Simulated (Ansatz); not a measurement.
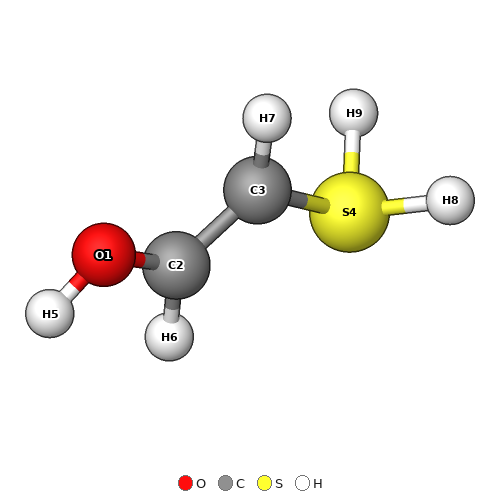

The system is C₂H₅OS, SMILES OC=C[SH2+], charge +1; the picture shows the reference structure. 
- First axis: dihedral C2–C3–S4–H8. Second axis: dihedral H5–O1–C2–C3.
- Nothing is relaxed (all other coordinates rigid).
- Grid: 15 × 15 points.
- All energies are given in kJ/mol relative to the relaxed molecule at the same level.
- Theory: RKS CAM-B3LYP-D4/def2-SVP in Ansatz 0.2.0.

Its coordinates:

```xyz
9

O    -0.2482    1.6605   -1.3263
C    -0.5250    0.6967   -0.4900
C     0.4590   -0.0906    0.0018
S    -0.0211   -1.3433    1.1079
H    -1.0307    2.1562   -1.6102
H    -1.5747    0.5468   -0.2008
H     1.5105    0.0293   -0.2631
H     0.8357   -1.1981    2.1560
H     0.5945   -2.4574    0.6248
```

Range: dihedral C2–C3–S4–H8 from −180 to 156°; dihedral H5–O1–C2–C3 from −180 to 156°.

What landscape does the calculation give?

The lowest grid point is at dihedral C2–C3–S4–H8 = −132°, dihedral H5–O1–C2–C3 = −180°, 0 kJ/mol from the relaxed molecule at the same level. There are further wells near dihedral C2–C3–S4–H8 = −132°, dihedral H5–O1–C2–C3 = 12° (10 kJ/mol above the lowest at that grid point); dihedral C2–C3–S4–H8 = 60°, dihedral H5–O1–C2–C3 = −180° (22 kJ/mol above the lowest at that grid point); dihedral C2–C3–S4–H8 = 60°, dihedral H5–O1–C2–C3 = 12° (31 kJ/mol above the lowest at that grid point). The highest grid point, dihedral C2–C3–S4–H8 = −36°, dihedral H5–O1–C2–C3 = −84°, lies 75 kJ/mol above the lowest. On the interpolated surface the easiest way out of the lowest well to the well at about dihedral C2–C3–S4–H8 = 50°, dihedral H5–O1–C2–C3 = −180° passes a barrier of about 35 kJ/mol. Round the minimum the contours are nearly round: the two directions are equally stiff and uncoupled.

| dihedral H5–O1–C2–C3 ↓, dihedral C2–C3–S4–H8 → | −180 | −156 | −132 | −108 | −84 | −60 | −36 | −12 | 12 | 36 | 60 | 84 | 108 | 132 | 156 |
| --- | --- | --- | --- | --- | --- | --- | --- | --- | --- | --- | --- | --- | --- | --- | --- |
| 156 | 26 | 12 | 6 | 11 | 24 | 36 | 39 | 34 | 28 | 27 | 28 | 31 | 35 | 41 | 38 |
| 132 | 40 | 27 | 21 | 26 | 38 | 49 | 51 | 46 | 41 | 41 | 43 | 45 | 49 | 54 | 51 |
| 108 | 56 | 44 | 38 | 42 | 53 | 63 | 65 | 60 | 57 | 58 | 59 | 60 | 64 | 68 | 66 |
| 84 | 62 | 50 | 45 | 50 | 61 | 70 | 71 | 67 | 64 | 65 | 66 | 66 | 70 | 75 | 73 |
| 60 | 55 | 43 | 38 | 42 | 54 | 64 | 66 | 62 | 58 | 58 | 57 | 58 | 63 | 69 | 67 |
| 36 | 41 | 28 | 22 | 27 | 40 | 51 | 54 | 49 | 44 | 42 | 42 | 44 | 50 | 56 | 53 |
| 12 | 30 | 17 | 10 | 16 | 29 | 42 | 45 | 40 | 34 | 31 | 31 | 33 | 39 | 45 | 43 |
| −12 | 30 | 17 | 10 | 16 | 29 | 42 | 46 | 40 | 34 | 31 | 31 | 33 | 39 | 45 | 42 |
| −36 | 41 | 28 | 22 | 27 | 40 | 53 | 56 | 50 | 44 | 42 | 42 | 44 | 49 | 54 | 52 |
| −60 | 55 | 43 | 38 | 42 | 54 | 66 | 69 | 64 | 59 | 57 | 58 | 58 | 61 | 66 | 65 |
| −84 | 62 | 50 | 45 | 50 | 61 | 72 | 75 | 70 | 66 | 66 | 65 | 64 | 67 | 71 | 71 |
| −108 | 54 | 43 | 38 | 43 | 54 | 65 | 68 | 64 | 60 | 59 | 58 | 57 | 60 | 65 | 64 |
| −132 | 39 | 26 | 21 | 26 | 39 | 51 | 54 | 50 | 45 | 43 | 42 | 41 | 45 | 51 | 50 |
| −156 | 25 | 12 | 6 | 11 | 25 | 37 | 41 | 36 | 31 | 28 | 27 | 28 | 33 | 39 | 37 |
| −180 | 20 | 6 | 0 | 5 | 19 | 32 | 35 | 30 | 24 | 22 | 22 | 24 | 29 | 35 | 33 |

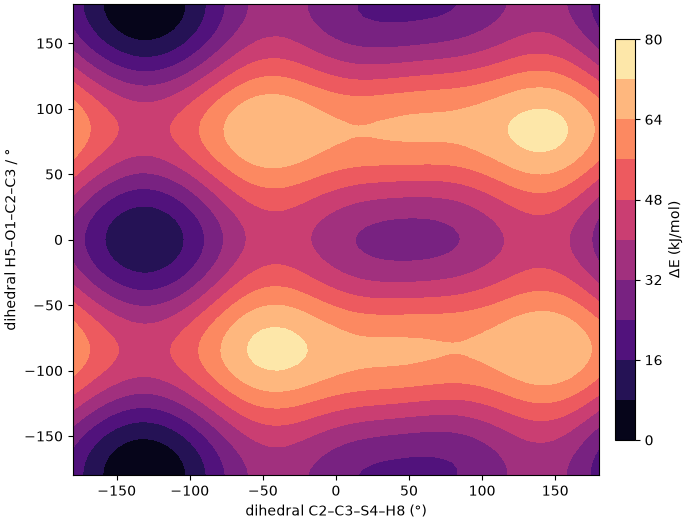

Drawn: filled contours. Between grid points the surface is interpolated.

Each point was launched as `ansatz run input.yaml --threads 1 --pin off --max-ram 2560MiB --backend cpu --events-out ev --progress --plain --runs-dir out`. The whole map (225 points run) took 14 min on 1 thread of Arm Neoverse V1 (shared host).
